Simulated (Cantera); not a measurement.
Charge: 1 mol SiHCl3, 0.87 mol HCl, a varied amount of N2, equilibrated at 1202 °C and 1.20 bar.

These are equilibrium values from Cantera (NASA tables, ideal gas, pure condensed phases), not measurements of a reactor. Candidate condensed phases: NH4Cl, Si, Si3N4; 28 gas species. N2 is the only nitrogen source here; it is nearly inert below about 1500 K, so the nitride shown seldom forms there in practice. The tables' values for SiCl3 are old estimates; treat these amounts as uncertain. Rates play no part.

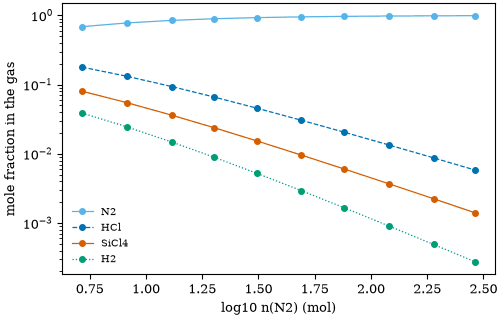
Fig. 1. Equilibrium gas composition (values under 1e-9 drawn at 1e-9)

### Question
Read off the mole fractions at 20 mol N2.

### Answer
N2 about 0.90, HCl about 0.067, SiCl4 about 0.024, H2 about 0.0090.
